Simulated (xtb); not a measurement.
**Geometry relaxation of C₃H₁₁GaS (part 4 of 4)**

C₃H₁₁GaS; GFN2-xTB (xtb 6.7.1). 

Geometry of the input (Å):
```
C  0.1171  1.9919  -0.7764
Ga 1.3257  1.0357  0.5658
S  0.2083  -1.2208  1.0800
C  0.5054  -1.7916  -0.5823
C  -1.5841  -0.6392  0.8791
H  -0.8810  2.3191  -0.4466
H  0.6846  2.8408  -1.1823
H  -0.0967  1.4455  -1.6323
H  1.2099  1.5497  2.0833
H  2.6261  0.3697  0.1594
H  0.2898  -1.0825  -1.4021
H  -0.2200  -2.6509  -0.7494
H  1.4789  -2.2804  -0.6231
H  -1.8614  -0.0344  1.6714
H  -2.1936  -1.5350  0.8717
H  -1.6990  0.0033  -0.0232
```

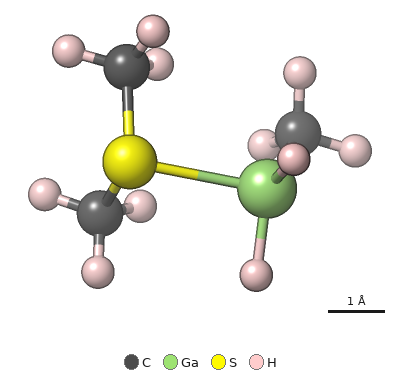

**Figure 1.** The geometry at step 13 of the log (ball-and-stick view, seen at a tilt).

### Trajectory as extended XYZ, continued
```
16
Properties=species:S:1:pos:R:3 step=12 energy=-447.47332
C     0.1272    1.9809   -0.7928
Ga    1.2738    1.0479    0.5823
S     0.1462   -1.1591    1.0563
C     0.4568   -1.8536   -0.5898
C    -1.5864   -0.6494    0.8604
H    -0.8262    2.3375   -0.3851
H     0.6626    2.8734   -1.1339
H    -0.0926    1.3961   -1.6940
H     1.2892    1.5727    2.0464
H     2.6155    0.3924    0.1318
H     0.3568   -1.0782   -1.3483
H    -0.2380   -2.6692   -0.7695
H     1.4770   -2.2277   -0.5813
H    -1.8392   -0.0532    1.7328
H    -2.2129   -1.5359    0.8203
H    -1.7000   -0.0539   -0.0424
16
Properties=species:S:1:pos:R:3 step=13 energy=-447.47342
C     0.1267    1.9805   -0.7913
Ga    1.2747    1.0475    0.5821
S     0.1465   -1.1569    1.0558
C     0.4571   -1.8538   -0.5894
C    -1.5864   -0.6489    0.8588
H    -0.8257    2.3371   -0.3818
H     0.6623    2.8726   -1.1331
H    -0.0948    1.3969   -1.6926
H     1.2909    1.5741    2.0450
H     2.6163    0.3924    0.1311
H     0.3582   -1.0795   -1.3493
H    -0.2391   -2.6685   -0.7675
H     1.4770   -2.2292   -0.5807
H    -1.8407   -0.0527    1.7307
H    -2.2116   -1.5363    0.8194
H    -1.7017   -0.0545   -0.0443
```

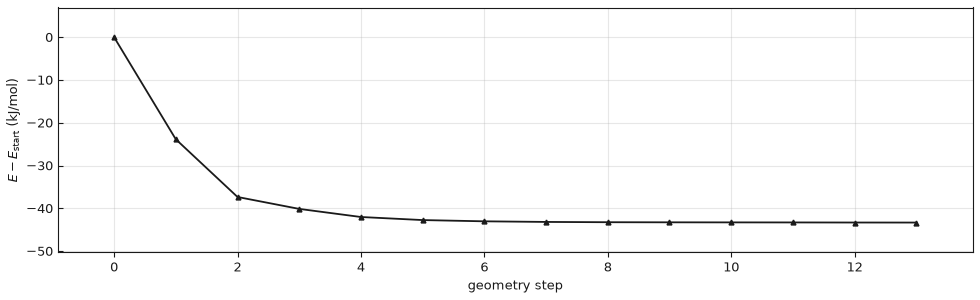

**Figure 2.** Progress of the relaxation, step by step (steps are counted from 0).

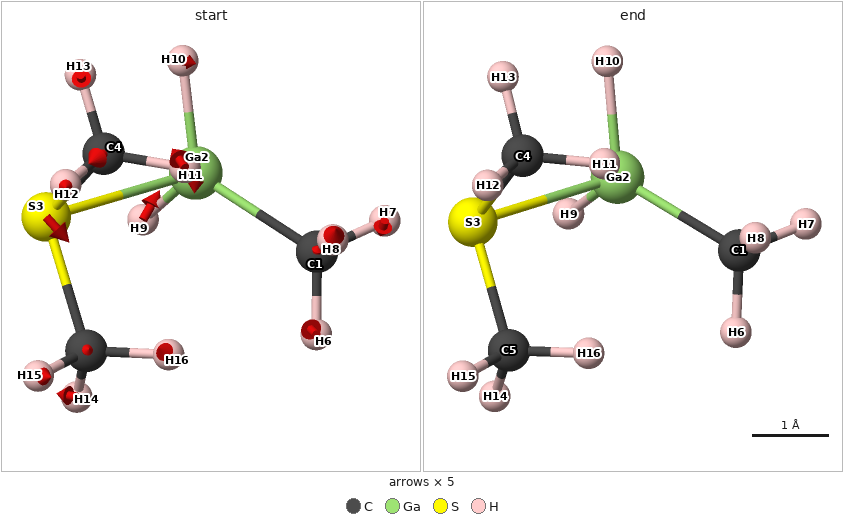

**Figure 3.** Before (left) and after (right) the relaxation, at one scale (ball-and-stick view, seen at a tilt). The red arrows give the displacements, magnified 5 times. After 13 geometry steps the energy has fallen by 43.3 kJ/mol. The atom that moves furthest after the best rigid fit is H9 (0.093 Å). Largest moves by element: H 0.093 Å, S 0.092 Å, C 0.079 Å, Ga 0.055 Å. Among the contacts that change: S3–C5 1.895 → 1.817 Å, C1–H8 1.038 → 1.096 Å, C5–H14 1.035 → 1.086 Å, Ga2–H9 1.606 → 1.555 Å. Among the angles that change: H12–C4–H13 103.0° → 110.1°, S3–C4–H11 117.0° → 110.1°, H11–C4–H12 104.6° → 111.1°. (Atoms are counted from 1 in the order of the input.)

### Summary

```csv
quantity,value
outcome,converged
electrons treated,32
total energy,−16.444345 hartree
dispersion energy,−0.010964 hartree
basis functions,43
HOMO,−10.58 eV
LUMO,−6.39 eV
dipole moment,5.35 D
peak memory,0.071 GiB
```

### Notes

Settings chosen away from the usual ones: method = gfn2-xtb; task = optimise; x = {"model_hessian": "swart"}; opt_level = normal; partner = base.
